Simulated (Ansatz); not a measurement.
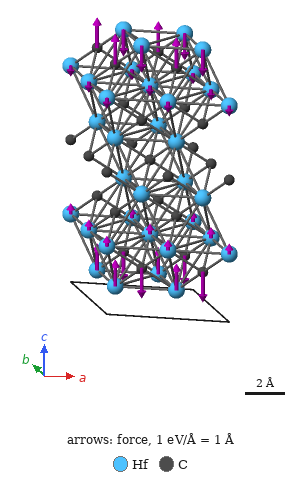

Starting geometry of a slab of composition Hf6C5 (cut from the Fm-3m phase) with the computed forces as purple arrows. The picture is a ball-and-stick view of the 2 × 2 repeat of the cell, outlined in the plane, without the vacuum, seen slightly off an axis.

Case: (1 1 1) slab, atoms relaxed. The slab is the (1 1 1) face of HfC.

The calculation used DFT PBEsol, scalar-relativistic, plane waves, PAW (Ansatz). (plane-wave cutoff 420 eV; k-point mesh 12 × 12 × 1; occupations gaussian; smearing width 0.1 eV; no spin polarisation; dipole correction; atoms relaxed in a fixed cell; force threshold 0.02 eV/Å; at most 60 steps)

### Is this structure relaxed? If not, where do the atoms go?

It isn't relaxed: the largest force vector, on C atoms, is 1.64 eV/Å. The atoms end up moving mostly along the starting forces (cosine between the two patterns 0.89). The largest moves relative to the layer's centre, 0.14 Å, are those of Hf atoms. By element the largest moves are Hf 0.14 Å, C 0.06 Å. The cell stays as it was. Some distances before and after: C–Hf 2.304 → 2.194 Å, C–Hf 2.304 → 2.384 Å, Hf–Hf 3.258 → 3.203 Å, C–Hf 2.304 → 2.261 Å. Among the angles between lasting bonds that change: Hf–C–Hf 180.0° → 173.1°, Hf–C–Hf 90.0° → 95.9°, Hf–C–Hf 90.0° → 86.2°. Over 5 geometry steps the energy falls by 0.364 eV per cell of the calculation. The largest force component goes from 1.6 to 0.00096 eV/Å. The run took 3.2 min on 1 thread of Intel(R) Xeon(R) 6975P-C (Granite Rapids), on a shared host, peak memory 0.76 GiB.
